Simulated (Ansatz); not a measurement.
The starting structures come from a database of crystals and need not be the phases stable at ambient conditions.

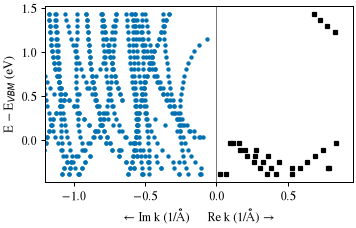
Complex bands at the centre of the two-dimensional zone; r2SCAN in Ansatz (a quantum-chemistry and plane-wave program)

No gap correction and no spin-orbit coupling; mid-gap values are interpolated between computed energies.

Q: This is H$_{8}$Pd(NCl$_{3}$)$_{2}$ (Fm-3m, not sure to be the ambient phase, 17 atoms a cell, 13.6 Å³ an atom) along the normal of (110). Read off the slowest decay at the centre of the two-dimensional zone at 0.59 eV, the computed energy nearest the middle of the gap.

A: κ ≈ 0.24 1/Å, a decay length 1/(2κ) of the density of 2.1 Å.
